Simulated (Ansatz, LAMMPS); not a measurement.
# Gap against volume in glassy CaAl2Si2O8 (130 atoms)

Density of this cell: 2.74 g/cm³. The cell holds 130 atoms: 20 Al, 10 Ca, 80 O and 20 Si. Cell: a = 11.920 Å, b = 12.009 Å, c = 11.787 Å, α = 89.7°, β = 88.9°, γ = 91.3°. The starting structure: 130 atoms (20 Al, 10 Ca, 80 O, 20 Si) placed at random at 2.71 g/cm³, melted at 4500 K for 20 ps at fixed volume with the Morse and Coulomb pair potential with partial charges (Pedone, Malavasi, Menziani, Cormack and Segre, J. Phys. Chem. B 110, 11780 (2006)). Quenched from 4500 K to 300 K at 10 K/ps and fixed volume, held 5 ps.

Calculated with Ansatz 0.2.0: Kohn-Sham DFT, PBE, PAW (set soft_2), plane waves; cutoff 420 eV, Γ point, gaussian smearing of 0.05 eV. The relaxed cell was scaled evenly and the atoms were relaxed at each volume. The gap is that between the highest filled and the lowest empty Kohn-Sham level on the run's k-points.

| volume (Å³/atom) | gap (eV) |
| --- | --- |
| 11.676 | 3.755 |
| 12.195 | 3.970 |
| 12.584 | ? |
| 12.973 | 3.886 |
| 13.362 | 3.806 |
| 13.751 | 3.781 |

**Question.** Fit a straight line in ln V to the rows given and interpolate to the withheld row.

**Working.**

A volume deformation potential makes the spacing linear in u = ln(V/V0), with V0 = 12.973 Å³ the relaxed volume; v is the spacing.

| u = ln(V/V0) | v (eV) |
| --- | --- |
| -0.105361 | 3.7547 |
| -0.0618747 | 3.9705 |
| 0 | 3.8862 |
| 0.0295588 | 3.8061 |
| 0.0582690 | 3.7811 |

With n = 5: mean u = -0.0158815, mean v = 3.83972, Σ(u − ū)² = 0.017937, Σ(u − ū)(v − v̄) = -0.0035437. Slope b = -0.0035437 / 0.017937 = -0.19756; intercept a = v̄ − b ū = 3.8366.

At the withheld volume u = -0.03046, and v = a + b u.

Prediction at 12.584: 3.843 eV. The run gave 3.960 eV, so the fit is low by 0.12 eV (3.0 % of the value).

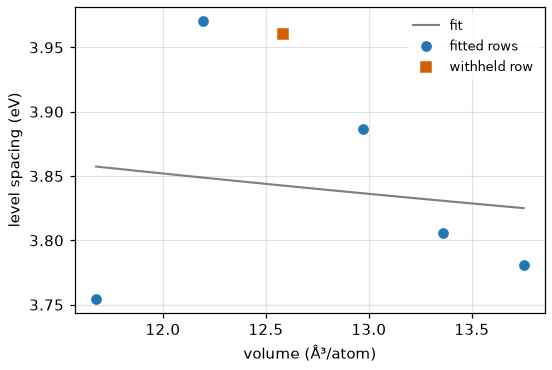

The fit, the rows that it rests on and the withheld row.

The rows follow a line only loosely (correlation 0.18 in size over all rows, under the 0.97 asked here), so the slope of -0.20 eV is a mean trend and no deformation potential. Among the rows given, the largest miss of the fit is at 12.195, by 0.12 eV (56 % of the range of the table).

Limits: The table spans 16 % in volume, wide for a linear law. Semilocal functionals tend to put gaps under measured ones. Only the Γ point is sampled. Atoms move by up to 1.5 Å in these relaxations, so the structure changes along the series. Defect or tail levels can set the spacing of a disordered cell.

[Hosts, paths, dates, database ids (printed as entryN), source tags and the programs' standing remarks are cut or masked in the printed files.]
